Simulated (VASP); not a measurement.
Band structure of NiO (relaxed from the CsCl type structure, space group Pm-3m). Computed with PBEsol GGA, VASP's PBE PAW potentials (set 64) (plane waves; VASP).

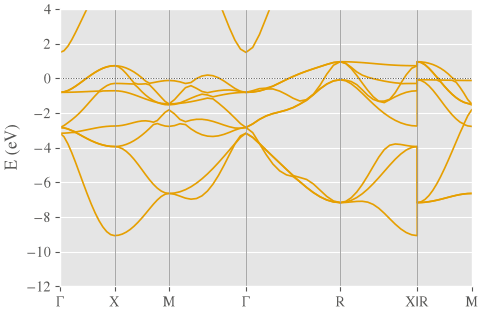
Fig. 1. Bands along high-symmetry lines, zero at the valence-band maximum or, without a gap, the Fermi level

### Question
Read the plot: is there a gap, and where are the band edges?

### Answer
It has no gap at this level: it comes out as a metal or semimetal. (Edges off the drawn lines would not show.)

The structure was generated: NiO was put into the CsCl type type (Pm-3m), which need not be its known phase. It was relaxed first, which changed the volume by +9 %. The run is not spin-polarised, so no magnetic state was tried.
